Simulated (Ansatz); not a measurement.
BrH$_{5}$OSi$_{2}$···H$_{2}$

The calculation's input:

```
crystal:
  periodic: [false, false, false]
  atoms:
    - {symbol: Si, position_ang: [0.141651, -1.561100, 0.456098]}
    - {symbol: H, position_ang: [1.667495, 1.558347, 1.628782]}
    - {symbol: O, position_ang: [-0.788687, -0.275125, 0.143182]}
    - {symbol: Si, position_ang: [-1.162445, 0.947863, -0.888665]}
    - {symbol: H, position_ang: [0.626406, -1.493428, 1.849466]}
    - {symbol: H, position_ang: [-0.604418, -2.808497, 0.185870]}
    - {symbol: H, position_ang: [2.045226, 1.260890, 1.057260]}
    - {symbol: Br, position_ang: [1.921724, -1.564121, -0.874605]}
    - {symbol: H, position_ang: [-1.999195, 1.917416, -0.142920]}
    - {symbol: H, position_ang: [-1.923678, 0.410820, -2.044520]}
    - {symbol: H, position_ang: [0.075819, 1.607135, -1.370049]}
basis:
  gaussian: {orbitals: def2-TZVPP}
hamiltonian: {xc: pbe0, dispersion: d4}
output: {orbitals: {seedname: orbitals}}
```

Launched as:

```sh
ansatz run in.yaml --threads 8 --pin off --events-out ev --progress --plain --max-ram 19148MiB
```

The product side of a reaction path; geometry: PBE0-D4/def2-TZVP.

All numbers below come from Ansatz 0.2.0, RKS PBE0-D4/def2-TZVPP.

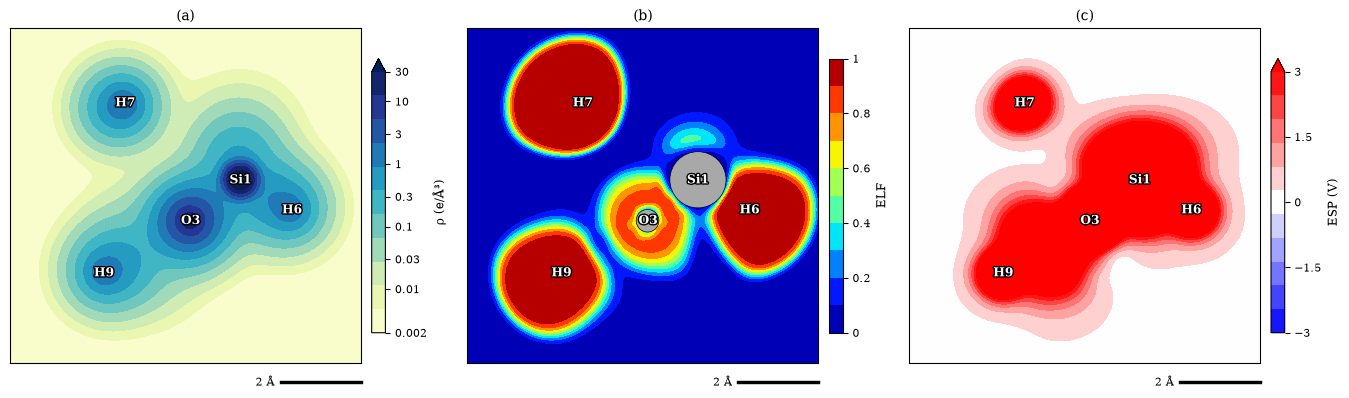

Figure 1. (a) total electron density; (b) ELF; (c) electrostatic potential on the plane of atoms O3, Si1 and H6. Grey discs cover the atomic cores in the ELF map.

> Describe what can be read from this map.

- Atoms in the plane: Si, O and H.
- Si1···H7 (3.46 Å): the density falls to about 0.02 e/Å³ on the way; the ELF dips to about 0 between them; a non-bonded, intermolecular contact.
- Si–O (1.62 Å): ρ at the midpoint is about 1.2 e/Å³; the ELF peaks at about 0.85 between the atoms, as expected for a short, strongly polar bond.
- Si–H (1.48 Å): ρ at the midpoint is about 0.85 e/Å³; the ELF climbs to about 1 towards the hydrogen, as it does in any bond to H.
- The ELF also peaks beside O3, away from the bonds: lone-pair regions.
- The potential has no marked negative region in this plane.

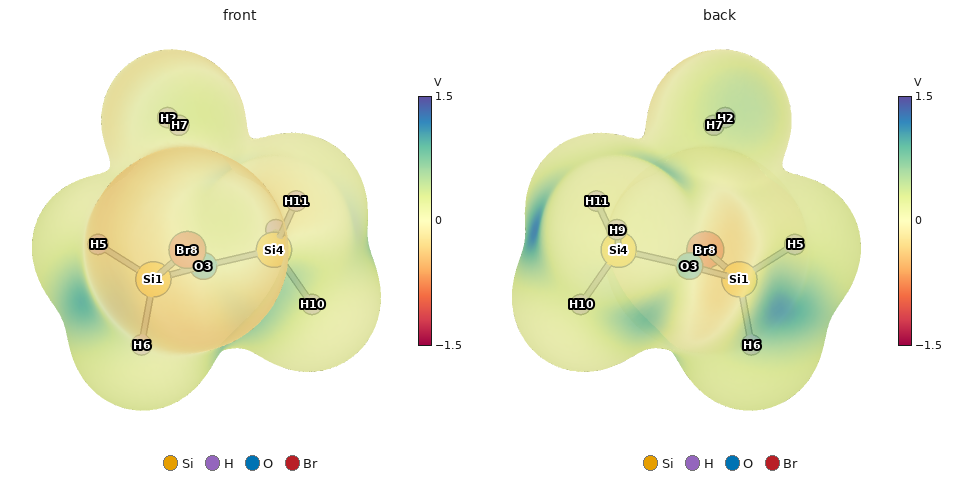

Figure 2. The molecular electrostatic potential painted on the density surface at 0.001 e/bohr³, seen from the front and from behind; the colour scale runs from red (negative) to blue (positive).

> Where is the surface potential most negative and most positive?

The most negative region (about −0.3 V, or −7 kcal/mol for a unit charge) lies over Br8, the most positive (about +1.0 V, or +23 kcal/mol for a unit charge) over Si1 and Si4. Br8 shows a σ-hole: about +0.2 V at the tip opposite its bond, against about −0.3 V on its flanks.

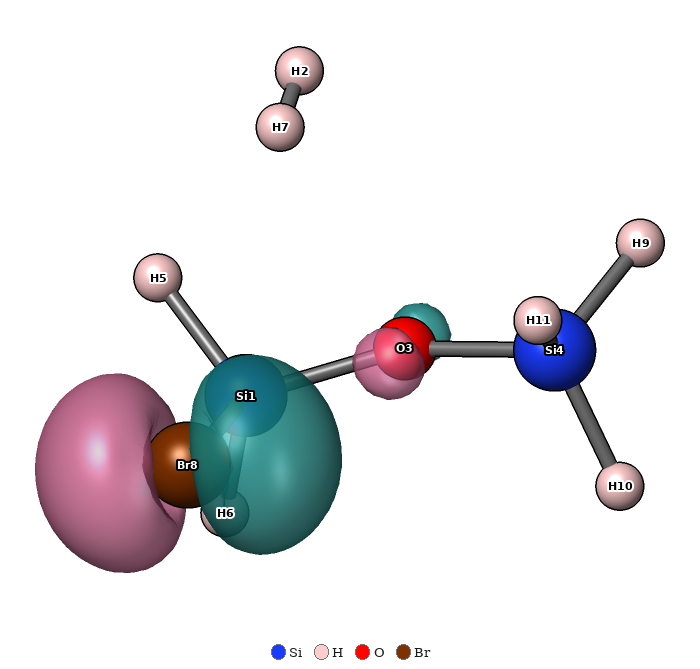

Figure 3. The HOMO−1 at ±0.2 Å⁻³ᐟ² (teal and pink are the two phases), seen at a tilt.

> Describe this orbital and give its energy.

By Hirshfeld shares it lies mainly on Br8 (about 85 %); largely a lone pair of Br8. Its energy is −8.72 eV.
